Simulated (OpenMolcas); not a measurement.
# Exact exchange and the vertical ionisation energy of RbF

RbF has 2 atoms, charge 0, and is taken as a singlet. As SMILES, `[F][Rb]`. Geometry: relaxed at PBE0-D4/def2-TZVP.

The vertical ionisation energy (to the doublet cation) y, in eV, basis def2-TZVP with a core potential; a is the functional's share of exact exchange. Programs: OpenMolcas 26.06.

| functional | program | a | y (eV) |
| --- | --- | --- | --- |
| PBE | OpenMolcas | 0 | 9.50 |
| BLYP | OpenMolcas | 0 | 9.47 |
| B3LYP | OpenMolcas | 0.2 | 9.40 |
| PBE0 | OpenMolcas | 0.25 | ? |
| BHLYP | OpenMolcas | 0.5 | 8.86 |

Problem. Fit y = c + s·a to the known rows and predict PBE0.

Solution. 
1. Means of the 4 rows: a = 0.1750, y = 9.308.
2. Σ(Δa)² = 0.1675, Σ(Δa·Δy) = -0.20525, so the slope is -0.20525/0.1675 = -1.2254.
3. Intercept: 9.308 − (-1.2254) × 0.1750 = 9.522. The largest residual of the fit is 0.12.
4. PBE0: 9.522 + (-1.2254) × 0.25 = 9.22 eV.

The run gave 9.18 eV, so the prediction is off by +0.04 eV, within the scatter of the fit. Spin-orbit coupling is left out.

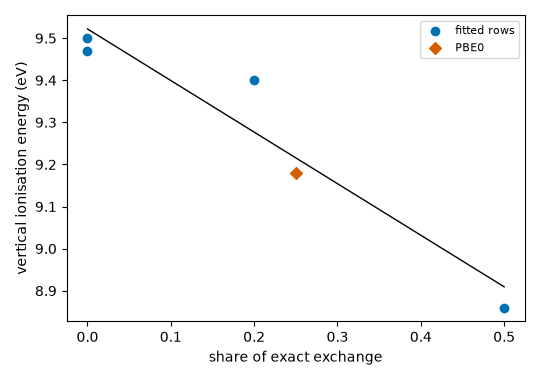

The fitted line, with the withheld row.
